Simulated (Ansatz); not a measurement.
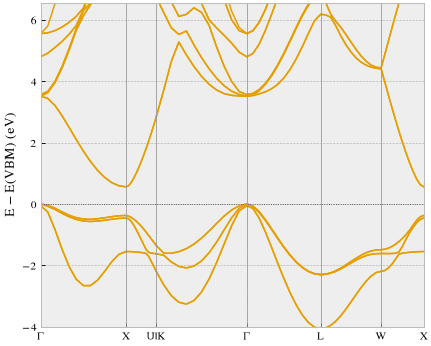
Figure. Band structure from plane-wave PAW r²SCAN with spin–orbit coupling (Ansatz code)

### Question
Read off the gap and where the band edges lie.

### Answer
About 0.6 eV (0.56 eV by a search for the band edges); maximum at Γ, minimum at X.

The material is YN (rock salt, Fm-3m).

The cell was relaxed with r²SCAN under the symmetry of its start. The run is not spin-polarised.

Potentials: the earlier of the program's two PAW sets.
